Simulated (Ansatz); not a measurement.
**ClHSSn: vertical ionisation energy**

Aim: the vertical ionisation energy of ClHSSn, as cation minus neutral at the neutral's geometry, on several levels, and how well −ε(HOMO) stands in for it.

Method: unrestricted cation, the program's frozen cores in correlated methods; program: Ansatz 0.2.0, Gaussian basis.

The runs, in order: UKS PBE-D4/def2-TZVPP; UKS r2SCAN-D4/def2-TZVPP; UKS PBE0-D4/def2-TZVPP; UKS B3LYP-D4/def2-TZVPP; UKS wB97X-V/def2-TZVPP; UKS wB97M-V/def2-TZVPP; UKS B2PLYP/def2-TZVPP; UHF-CCSD(T)/def2-TZVPP; UHF-MP2/def2-QZVPP; extrapolation to the limit; then −ε(HOMO) from the neutral's earlier runs with LDA (SPW92), PBE-D4, revPBE-D4, BLYP-D4, r2SCAN-D4, B97M-V, PBE0-D4, B3LYP-D4, r2SCANh-D4, r2SCAN0-D4, HSE06-D4, BHLYP-D4, CAM-B3LYP-D4, LC-ωPBE, ωB97X-V, ωB97M-V.

### 1 Structure used throughout

An earlier PBE0-D4 in a triple-zeta def2 set relaxation fixed the geometry. Sn takes the def2 core potential; no spin-orbit term is included.

4 atoms, charge 0, spin multiplicity 1.

Atoms are counted from 1 here; the program's logs count them from 0.

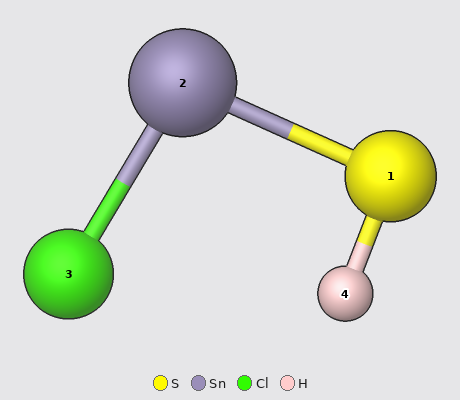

The geometry (sulfur yellow, tin purple, chlorine green, hydrogen pink); atoms are numbered from 1 in the order of the file.

Coordinates:

```xyz
4
ClHSSn
S     0.1857    1.4885   -0.4097
Sn   -1.3957   -0.3517   -0.3418
Cl    0.0888   -1.9503    0.6078
H     1.1767    0.7533    0.1234
```

### 2 Cation, UKS PBE-D4/def2-TZVPP

File in.yaml:

```yaml
crystal:
  periodic: [false, false, false]
  atoms:
    - {symbol: S, position_ang: [0.185657, 1.488532, -0.409673]}
    - {symbol: Sn, position_ang: [-1.395689, -0.351698, -0.341832]}
    - {symbol: Cl, position_ang: [0.088794, -1.950306, 0.607845]}
    - {symbol: H, position_ang: [1.176738, 0.753271, 0.123361]}
basis:
  gaussian: {orbitals: def2-TZVPP}
total_charge: 1
magnetization: {spin_polarized: true, initial_magnetization: 1}
hamiltonian: {xc: pbe, dispersion: d4}
```

After this run come: Cation, UKS r2SCAN-D4/def2-TZVPP; Cation, UKS PBE0-D4/def2-TZVPP; Cation, UKS B3LYP-D4/def2-TZVPP; Cation, UKS wB97X-V/def2-TZVPP; Cation, UKS wB97M-V/def2-TZVPP; Cation, UKS B2PLYP (frozen core)/def2-TZVPP; Cation, UHF-CCSD(T)/def2-TZVPP; Cation, UHF-MP2/def2-QZVPP.

Before running them: what should the planned runs give, taken together? Wanted: ionisation energy, CCSD(T)/CBS; nearest functional by difference; nearest −ε(HOMO); −ε(HOMO) of PBE; T1 of the cation.

As calculated:

```
                        quantity               value
  ionisation energy, CCSD(T)/CBS             9.73 eV
nearest functional by difference  ωB97X-V (-0.11 eV)
                nearest −ε(HOMO)  ωB97X-V (-0.14 eV)
                 −ε(HOMO) of PBE             6.45 eV
                T1 of the cation               0.025
```

Energy differences with functionals land within 0.44 eV of the reference. The PBE orbital energy is 3.3 eV too small: a semilocal HOMO is no ionisation energy. Among orbital estimates ωB97X-V comes nearest. Hartree-Fock falls 0.97 eV short, as the neutral has more correlation energy than the cation. Correlated methods include outer-core shells of Sn, which these sets cover unevenly. With outer-core shells in play the reference is unsure by up to some tenths of an eV, so close misses can't be ranked.
